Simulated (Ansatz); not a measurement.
**Geometry relaxation of SiNH6BrO**

SiNH6BrO, computed with RKS BHLYP-D4/def2-SVP (Ansatz 0.2.0).

The input holds or restrains some coordinates. It belongs to a series of runs on one base structure; here: pulled along the bonds that form and break, towards end B. Figures and captions count atoms from 1; the log counts them from 0 in places.

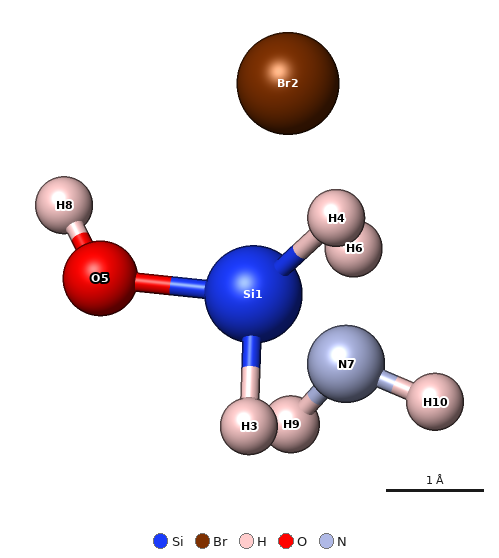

Fig. 1: The input geometry (ball-and-stick view, seen at a tilt; atoms are numbered from 1 in the order of the input).

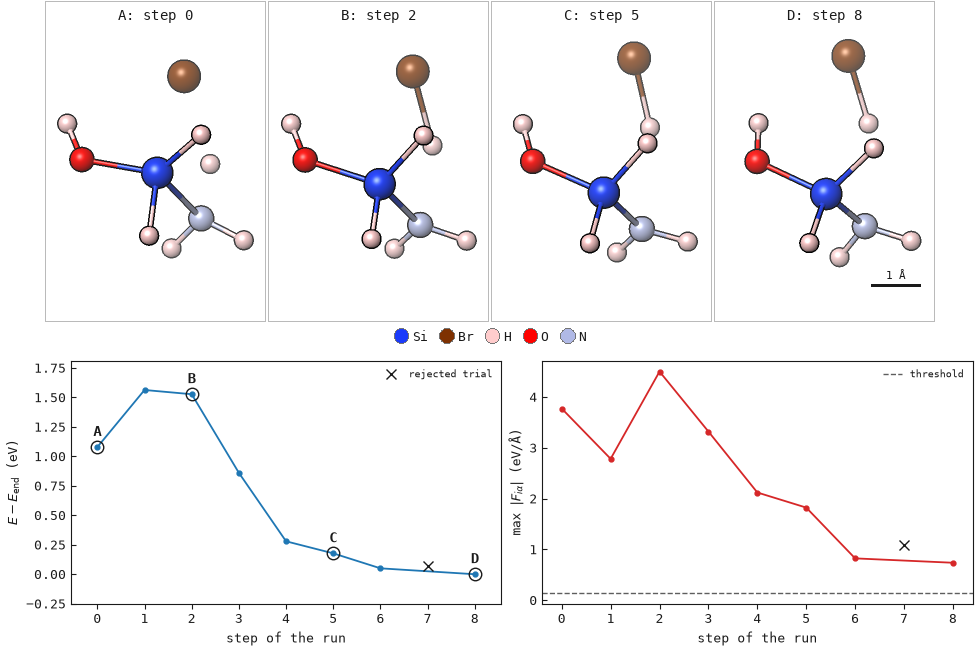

Fig. 2: Frames of the restrained relaxation (ball-and-stick view, seen at a tilt) above the curves, on which the letters mark them (the first geometry is step 0 here and step 1 in the log).

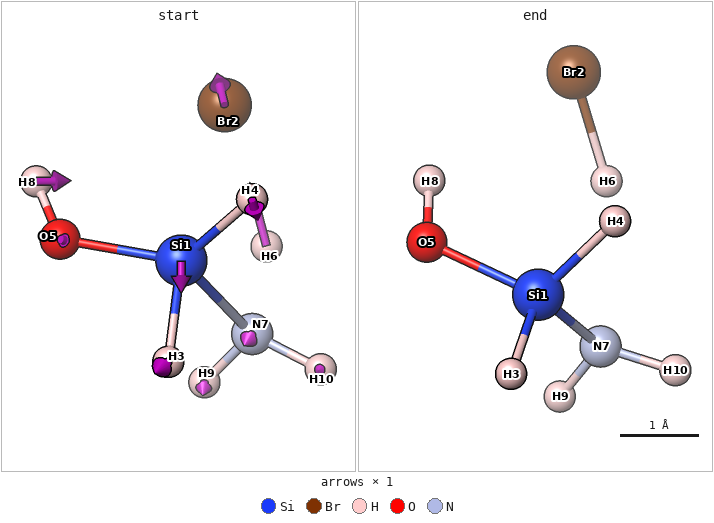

Fig. 3: Before (left) and after (right) the restrained relaxation, at one scale (ball-and-stick view, seen at a tilt). The pink arrows give the displacements, at true length. The energy falls by 1.079 eV in 8 geometry steps. Largest force component: 3.8 eV/Å at the start, 0.74 eV/Å at the end. The line search rejected the trial step at point 7 (counted from 0) and went back. H6 moves most after the best rigid fit: 0.87 Å. Largest moves by element: H 0.87 Å, Br 0.60 Å, Si 0.44 Å, N 0.31 Å, O 0.19 Å. Among the contacts that change: Br2–H6 1.992 → 1.471 Å, Si1–N7 2.123 → 1.785 Å, Si1–O5 1.607 → 1.641 Å, Si1–H4 1.449 → 1.477 Å. New bonds form: Br2–H6 (1.99 → 1.47 Å). Among the angles that change: H3–Si1–N7 90.2° → 114.0°, H4–Si1–O5 127.8° → 115.0°, H4–Si1–N7 114.3° → 104.3°. (Atoms are counted from 1 in the order of the input.)

The input and output of the run follow.

Input file
```yaml
crystal:
  periodic: [false, false, false]
  atoms:
    - { symbol: Si, position_ang: [-0.4089, -0.1819, -0.8155] }
    - { symbol: Br, position_ang: [2.1447, -0.7626, -0.1372] }
    - { symbol: H, position_ang: [-1.7744, 0.3459, -0.86] }
    - { symbol: H, position_ang: [0.2717, 0.2453, -2.0213] }
    - { symbol: O, position_ang: [-0.798, -1.6796, -0.3827] }
    - { symbol: H, position_ang: [1.2582, 0.5835, 1.0335] }
    - { symbol: "N", position_ang: [0.005, 1.0109, 0.8907] }
    - { symbol: H, position_ang: [-0.1392, -2.335, -0.1462] }
    - { symbol: H, position_ang: [-0.5399, 0.767, 1.7045] }
    - { symbol: H, position_ang: [-0.0192, 2.0065, 0.7342] }
basis:
  gaussian: { orbitals: def2-SVP }
hamiltonian:
  xc: { name: BHLYP }
  dispersion: d4
relax:
  f_tol: 0.15
  max_steps: 25
  restrain:
    - { distance: [0, 6], at: 1.82, k: 30.0 }
    - { distance: [5, 1], at: 1.51, k: 30.0 }
    - { distance: [0, 1], at: 3.61, k: 30.0 }
    - { distance: [5, 6], at: 2.32, k: 30.0 }
```

Command:
```bash
ansatz run input.yaml --threads 2 --pin off --max-ram 3072MiB --backend cpu --events-out ev --progress --plain --runs-dir out
```

What the program printed
```
The last accepted step is kept in [file] (removed where the run ends without a failure and the disk answers)
Engine: ansatz 0.2.0, aarch64-unknown-linux-gnu
Functional definition: BHLYP
  parameter a = 0.5
  exchange = (1 - a)*b88_x + a*exact_x
  correlation = lyp_c
1128 factors; integrals over basis functions are off by at most 3.2e-4 eV
mean field evaluation 1: about -81538.7913 eV, gradient 5.1e1 eV
mean field evaluation 2: about -81537.4982 eV, gradient 5.7e1 eV
mean field evaluation 4: about -81543.5831 eV, gradient 1.7e0 eV
mean field evaluation 8: about -81543.6074 eV, gradient 6.9e-2 eV
mean field evaluation 16: about -81543.6074 eV, gradient 8.7e-5 eV
mean field -81543.60742271 eV, -2996.6723005423 hartree, gradient 8.7e-5 eV, S^2 0.000000; 0 other end points of the search recorded, 0 dependent functions left out
the calculation of the forces begins
reference -81543.60759256 eV, -2996.6723067842 hartree; 35, 35 occupied and 73, 73 virtual orbitals, 1128 factors
relax step   1: F+E_penalty+E_count = -81543.88702025 eV  Δ(F+E_penalty+E_count) = +0.000e0 eV  max|allowed force component| = 3.773e0 eV/Å  E_restraint = 31.78812101 eV  max|allowed force component, restraints' pulls added| = 3.065e1 eV/Å  Δτ_max = 0.0000 Å  (26 SCF iters, accepted)
  distance Si 0 - N 6 = 2.1225 Å
  distance H 5 - Br 1 = 1.9921 Å
  distance Si 0 - Br 1 = 2.7052 Å
  distance H 5 - N 6 = 1.3318 Å
these checks for a lower state are left out or cut short: starts, cluster_reference, orbital_swaps, neighbouring_geometries, increment
1128 factors; integrals over basis functions are off by at most 3.7e-4 eV
mean field -81543.12790707 eV, -2996.6546786677 hartree, gradient 1.3e-5 eV, S^2 0.000000; 0 other end points of the search recorded, 0 dependent functions left out
[... from here on the field's lines of each further geometry are left out, up to the last ...]
relax step   2: F+E_penalty+E_count = -81543.40249093 eV  Δ(F+E_penalty+E_count) = +4.845e-1 eV  max|allowed force component| = 2.784e0 eV/Å  E_restraint = 14.93834347 eV  max|allowed force component, restraints' pulls added| = 2.270e1 eV/Å  Δτ_max = 0.1949 Å  (34 SCF iters, accepted)
relax step   3: F+E_penalty+E_count = -81543.43847783 eV  Δ(F+E_penalty+E_count) = -3.599e-2 eV  max|allowed force component| = 4.500e0 eV/Å  E_restraint = 5.18836224 eV  max|allowed force component, restraints' pulls added| = 1.321e1 eV/Å  Δτ_max = 0.1949 Å  (31 SCF iters, accepted)
relax step   4: F+E_penalty+E_count = -81544.10574751 eV  Δ(F+E_penalty+E_count) = -6.673e-1 eV  max|allowed force component| = 3.320e0 eV/Å  E_restraint = 0.60404741 eV  max|allowed force component, restraints' pulls added| = 4.781e0 eV/Å  Δτ_max = 0.1947 Å  (31 SCF iters, accepted)
relax step   5: F+E_penalty+E_count = -81544.68633435 eV  Δ(F+E_penalty+E_count) = -5.806e-1 eV  max|allowed force component| = 2.121e0 eV/Å  E_restraint = 0.04156545 eV  max|allowed force component, restraints' pulls added| = 1.445e0 eV/Å  Δτ_max = 0.1946 Å  (29 SCF iters, accepted)
relax step   6: F+E_penalty+E_count = -81544.78858526 eV  Δ(F+E_penalty+E_count) = -1.023e-1 eV  max|allowed force component| = 1.824e0 eV/Å  E_restraint = 0.03311908 eV  max|allowed force component, restraints' pulls added| = 1.166e0 eV/Å  Δτ_max = 0.2000 Å  (30 SCF iters, accepted)
relax step   7: F+E_penalty+E_count = -81544.91558932 eV  Δ(F+E_penalty+E_count) = -1.270e-1 eV  max|allowed force component| = 8.247e-1 eV/Å  E_restraint = 0.04332725 eV  max|allowed force component, restraints' pulls added| = 5.678e-1 eV/Å  Δτ_max = 0.1946 Å  (28 SCF iters, accepted)
relax step   8: F+E_penalty+E_count = -81544.89925916 eV  Δ(F+E_penalty+E_count) = +1.633e-2 eV  max|allowed force component| = 1.083e0 eV/Å  E_restraint = 0.04302296 eV  max|allowed force component, restraints' pulls added| = 9.247e-1 eV/Å  Δτ_max = 0.1998 Å  (29 SCF iters, rejected (line search))
the calculation of the forces begins
reference -81544.71244200 eV, -2996.7129092521 hartree; 35, 35 occupied and 73, 73 virtual orbitals, 1128 factors
relax step   9: F+E_penalty+E_count = -81544.96572992 eV  Δ(F+E_penalty+E_count) = -5.014e-2 eV  max|allowed force component| = 7.385e-1 eV/Å  E_restraint = 0.04558922 eV  max|allowed force component, restraints' pulls added| = 1.300e-1 eV/Å  Δτ_max = 0.0973 Å  (28 SCF iters, accepted)
  distance Si 0 - N 6 = 1.7850 Å
  distance H 5 - Br 1 = 1.4706 Å
  distance Si 0 - Br 1 = 3.6183 Å
  distance H 5 - N 6 = 2.3060 Å
1128 factors; integrals over basis functions are off by at most 6.2e-4 eV
mean field -81544.71226343 eV, -2996.7129026899 hartree, gradient 2.0e-5 eV, S^2 0.000000; 1 other end points of the search recorded, 0 dependent functions left out
the calculation of the forces begins
reference -81544.71244200 eV, -2996.7129092521 hartree; 35, 35 occupied and 73, 73 virtual orbitals, 1128 factors
Total energy: -81544.96590849 eV, -2996.7222239738 hartree
Atom 0 at    -0.752699     0.027150    -0.662639 Å, force     0.034710     0.734500     0.738531 eV/Å
Atom 1 at     2.614580    -1.049504     0.108363 Å, force    -0.349173     0.663890     0.500763 eV/Å
Atom 2 at    -2.139002     0.256495    -1.120681 Å, force     0.005740    -0.006735     0.049509 eV/Å
Atom 3 at     0.193975     0.443095    -1.717403 Å, force    -0.009836    -0.014971    -0.036365 eV/Å
Atom 4 at    -0.692015    -1.563575    -0.266083 Å, force     0.098348    -0.076175     0.011327 eV/Å
Atom 5 at     1.788435    -0.003264     0.729313 Å, force     0.305947    -0.588396    -0.405528 eV/Å
Atom 6 at    -0.286735     1.001906     0.758306 Å, force     0.028453    -0.706222    -0.710220 eV/Å
Atom 7 at     0.170150    -1.943275    -0.092065 Å, force    -0.102752     0.052128    -0.019775 eV/Å
Atom 8 at    -0.780419     0.840609     1.625742 Å, force     0.012930     0.019069    -0.091221 eV/Å
Atom 9 at    -0.116270     1.990363     0.637149 Å, force    -0.024367    -0.077088    -0.037019 eV/Å
Dipole moment:    -0.030403     0.418572     0.233221 e Å
```

Trajectory as extended XYZ (Å, eV, eV/Å), 9 frames, from step=1 to step=9
```
10
Properties=species:S:1:pos:R:3:forces:R:3 step=1 energy=-81543.88702
Si   -0.4089   -0.1819   -0.8155   -0.1082   1.6392   1.7159
Br    2.1447   -0.7626   -0.1372    0.5023  -0.0967   0.3265
H    -1.7744    0.3459   -0.8600   -0.2875   0.3510  -0.2432
H     0.2717    0.2453   -2.0213    0.1227   0.1513  -0.2418
O    -0.7980   -1.6796   -0.3827   -0.0340  -1.3057   0.3533
H     1.2582    0.5835    1.0335   -3.6875   0.9717  -0.7725
N     0.0050    1.0109    0.8907    3.7725  -2.2982  -1.0861
H    -0.1392   -2.3350   -0.1462    0.0644   0.3261  -0.1659
H    -0.5399    0.7670    1.7045   -0.2442  -0.0078   0.0860
H    -0.0192    2.0065    0.7342   -0.1004   0.2692   0.0277
10
Properties=species:S:1:pos:R:3:forces:R:3 step=2 energy=-81543.40249
Si   -0.5393   -0.1237   -0.8074    2.1640   0.5633   2.1126
Br    2.2902   -0.7416   -0.0300   -0.0137   0.8495   1.1788
H    -1.8072    0.3589   -0.8635   -2.7837   0.9566  -0.7080
H     0.2645    0.2476   -2.0132   -0.2338  -0.1059   0.6386
O    -0.8074   -1.6788   -0.3812    0.3290  -0.2488   0.1036
H     1.4141    0.4767    0.9858   -1.3813  -0.7195  -1.6067
N    -0.1097    1.0055    0.8203    2.5207  -1.7658  -1.0173
H    -0.1337   -2.3242   -0.1494   -0.0059   0.5561  -0.1998
H    -0.5470    0.7682    1.7050   -0.2972  -0.0092  -0.3441
H    -0.0246    2.0114    0.7336   -0.2982  -0.0764  -0.1575
10
Properties=species:S:1:pos:R:3:forces:R:3 step=3 energy=-81543.43848
Si   -0.6293   -0.0736   -0.7891    4.0932  -0.2961   2.4129
Br    2.3960   -0.7223    0.0516   -0.4285   1.3701   1.5413
H    -1.8543    0.3723   -0.8757   -4.5005   1.2270  -1.1804
H     0.2596    0.2445   -1.9989   -0.5815  -0.1423   1.0642
O    -0.8040   -1.6726   -0.3821    0.2050   0.4866  -0.0527
H     1.5783    0.3771    0.9527    0.2769  -1.5500  -1.7367
N    -0.2333    1.0144    0.7635    1.3964  -1.2960  -0.9452
H    -0.1318   -2.3172   -0.1514    0.0267   0.6222  -0.1927
H    -0.5514    0.7684    1.6988   -0.2223  -0.0963  -0.6008
H    -0.0299    2.0091    0.7307   -0.2656  -0.3252  -0.3099
10
Properties=species:S:1:pos:R:3:forces:R:3 step=4 energy=-81544.10575
Si   -0.7025   -0.0205   -0.7506    3.3198  -0.6028   1.8245
Br    2.5472   -0.7127    0.1454   -0.2981   0.7520   0.8360
H    -1.9675    0.3905   -0.9233   -3.3069   0.5829  -1.2474
H     0.2372    0.2404   -1.9571   -0.7135   0.0092   1.1347
O    -0.7992   -1.6521   -0.3834   -0.1066   0.9169  -0.0258
H     1.7414    0.2764    0.9182    0.3676  -0.8926  -0.8953
N    -0.3344    1.0208    0.7175    0.9939  -0.7786  -0.6059
H    -0.1303   -2.2970   -0.1562    0.1147   0.6122  -0.1581
H    -0.5553    0.7632    1.6725   -0.2164  -0.2470  -0.4397
H    -0.0365    1.9909    0.7170   -0.1545  -0.3521  -0.4229
10
Properties=species:S:1:pos:R:3:forces:R:3 step=5 energy=-81544.68633
Si   -0.7481    0.0111   -0.7067    0.8293  -0.0661   1.0531
Br    2.6616   -0.7510    0.1735   -0.3448   0.6084   0.6298
H    -2.0983    0.3619   -1.0645   -0.6921  -0.0134  -0.3852
H     0.1885    0.2717   -1.8423   -0.1647   0.1932   0.3726
O    -0.8006   -1.6111   -0.3577   -0.3354   0.5652   0.1273
H     1.8385    0.2225    0.9071    0.3120  -0.7042  -0.6889
N    -0.3166    1.0112    0.7140    0.2615  -2.1207  -1.1525
H    -0.1053   -2.2308   -0.1557    0.2068   0.4594  -0.0790
H    -0.5743    0.7637    1.6412   -0.4267  -0.3603   0.5102
H    -0.0454    1.9507    0.6912    0.3541   1.4384  -0.3874
10
Properties=species:S:1:pos:R:3:forces:R:3 step=6 energy=-81544.78859
Si   -0.7299    0.0280   -0.6866    0.4646   0.1107   1.0344
Br    2.6689   -0.8775    0.1226   -0.5289   0.7091   0.5924
H    -2.0892    0.3290   -1.0972   -0.4554  -0.0662  -0.2951
H     0.2282    0.3306   -1.7828   -0.1006   0.1735   0.2438
O    -0.7345   -1.5838   -0.3135   -0.3419   0.3944   0.0904
H     1.7701    0.1088    0.7574    0.4442  -0.6956  -0.5408
N    -0.3482    1.0350    0.7392    0.4532  -1.8238  -1.1212
H    -0.0049   -2.1586   -0.0985    0.1751   0.4149  -0.0874
H    -0.6643    0.8020    1.6545   -0.3693  -0.2942   0.4027
H    -0.0961    1.9866    0.7050    0.2591   1.0772  -0.3194
10
Properties=species:S:1:pos:R:3:forces:R:3 step=7 energy=-81544.91559
Si   -0.7456    0.0434   -0.6672    0.1387   0.4515   0.8247
Br    2.6333   -1.0449    0.1023   -0.5059   0.7827   0.5356
H    -2.1346    0.2458   -1.1444    0.1088  -0.0383   0.0715
H     0.2169    0.4469   -1.7121   -0.0406   0.0542  -0.0403
O    -0.6622   -1.5465   -0.2606   -0.0570  -0.1705   0.0580
H     1.7500   -0.0080    0.6780    0.4717  -0.6887  -0.4153
N    -0.3227    1.0347    0.7525    0.0494  -0.7046  -0.3574
H     0.1431   -2.0349   -0.0734   -0.1932   0.4755  -0.1295
H    -0.7599    0.8408    1.6505    0.0970   0.0410  -0.4207
H    -0.1182    2.0227    0.6744   -0.0689  -0.2028  -0.1265
10
Properties=species:S:1:pos:R:3:forces:R:3 step=8 energy=-81544.89926 accepted=F
Si   -0.7347    0.0185   -0.6639   -0.8902   1.0832   0.6925
Br    2.6382   -1.0362    0.1161   -0.4288   0.7034   0.5416
H    -2.1350    0.2314   -1.0954    0.0499   0.2265  -0.0172
H     0.1780    0.4366   -1.7397    0.1485  -0.0538  -0.0199
O    -0.7523   -1.5665   -0.2680    0.0893   0.0326  -0.1029
H     1.8340    0.0061    0.7782    0.3224  -0.6440  -0.4696
N    -0.2625    0.9698    0.7695    0.1324  -0.7587  -1.0322
H     0.1405   -1.8393   -0.1143    0.5946  -0.7510   0.2677
H    -0.7991    0.8276    1.6112   -0.0332   0.0495   0.0262
H    -0.1070    1.9519    0.6063    0.0151   0.1124   0.1140
10
Properties=species:S:1:pos:R:3:forces:R:3 step=9 energy=-81544.96573
Si   -0.7527    0.0272   -0.6626    0.0347   0.7345   0.7385
Br    2.6146   -1.0495    0.1084   -0.3492   0.6639   0.5008
H    -2.1390    0.2565   -1.1207    0.0057  -0.0067   0.0495
H     0.1940    0.4431   -1.7174   -0.0098  -0.0150  -0.0364
O    -0.6920   -1.5636   -0.2661    0.0983  -0.0762   0.0113
H     1.7884   -0.0033    0.7293    0.3059  -0.5884  -0.4055
N    -0.2867    1.0019    0.7583    0.0285  -0.7062  -0.7102
H     0.1701   -1.9433   -0.0921   -0.1028   0.0521  -0.0198
H    -0.7804    0.8406    1.6257    0.0129   0.0191  -0.0912
H    -0.1163    1.9904    0.6371   -0.0244  -0.0771  -0.0370
```

Results in brief

- outcome: converged under the restraints of the input
- total energy: −81544.9659 eV
- mean-field energy: −81544.7124 eV
- largest force (length of the vector) at the end, held atoms and coordinates included: 1.042 eV/Å
- hardware: 2 threads of Arm Neoverse V1, 24 GiB of memory available, shared host
- wall time: 38 s (CPU time 70 s)
- peak memory: 0.25 GiB
